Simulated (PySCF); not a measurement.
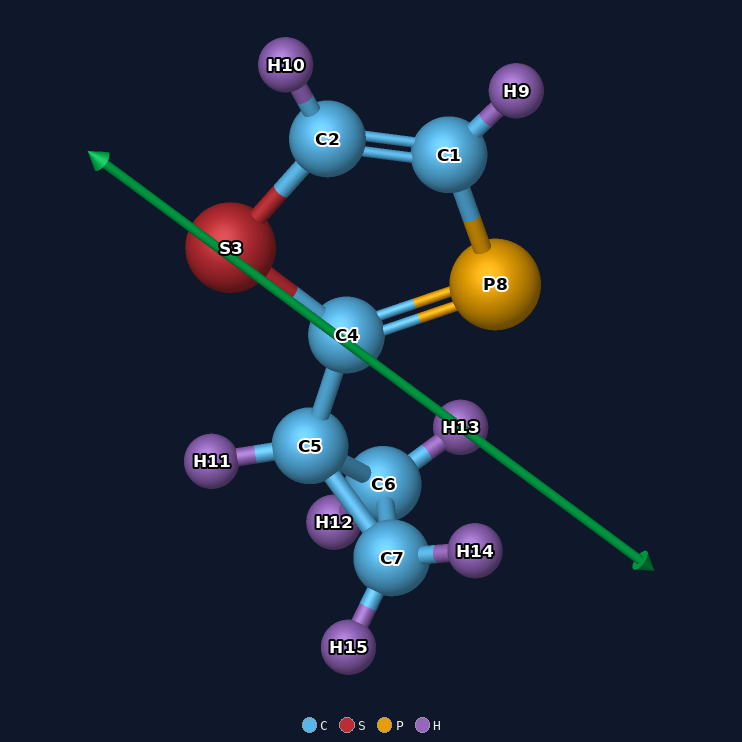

The double arrow shows the direction of the transition dipole to excited singlet state 5 (its length means nothing). The geometry was computed by an optimisation with GFN2-xTB. No frequency run is at hand to confirm it as a minimum. Level of theory: TDDFT CAM-B3LYP/def2-SVPD, vertical, gas phase, core orbitals frozen in the response (PySCF 2.14.0).

> How is the transition polarised?

Nearly parallel to the S3–C4 bond.

> Give its energy, strength and character.

6.02 eV (206 nm), oscillator strength 0.22, mainly HOMO → LUMO+2 (weight 0.69); transition dipole 3.13 D.

The geometry is semi-empirical. Around P such bond lengths and angles can be off by a tenth of an ångström or more and by several degrees, and values that hang on the shape move with them.
